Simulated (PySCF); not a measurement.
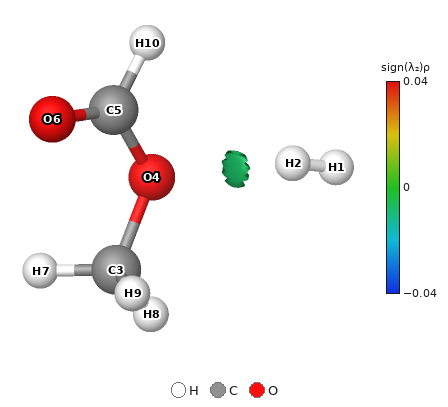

Figure 1: C2H6O2, SMILES `[H][H].COC=O`. Non-covalent interaction surfaces between the fragments (reduced density gradient s = 0.5, coloured by sign(λ₂)ρ in a.u.; trimmed to the region between the fragments where ρ is under 0.06 a.u.). Fragment A: H2 (atoms 1–2); fragment B: H4C2O2.

Method: PBE0/aug-cc-pVDZ; geometry: GFN2-xTB; program: PySCF.

Cartesian coordinates (Å):

```
H1       3.3835    2.0273    0.1164
H2       2.6840    1.6906    0.0605
C3       0.7813   -1.1540    0.0032
O4       0.5807    0.2565   -0.0460
C5      -0.6739    0.6711   -0.0199
O6      -1.6482   -0.0174    0.0386
H7       0.2252   -1.6412   -0.7997
H8       1.8494   -1.3161   -0.1150
H9       0.4374   -1.5487    0.9609
H10     -0.6843    1.7733   -0.0631
```

Question: Which interactions hold the two fragments together?

Answer: Bond critical points between the fragments: H2···O4, 2.55 Å, ρ = 0.008 a.u. It is weak and appears green (van der Waals range). The pose is a local one from a semi-empirical search, not shown to be the most stable.

Question: How strongly are they bound?

Answer: The counterpoise-corrected interaction energy of the frozen fragments is −0.3 kcal/mol without dispersion correction and −0.6 kcal/mol with D3(BJ). The pair geometry is semi-empirical, not a minimum at this level.

Run time: 79 s on 1 thread of Intel(R) Xeon(R) Processor @ 2.50GHz (Skylake/Cascade Lake) (shared host), peak memory 0.61 GiB.
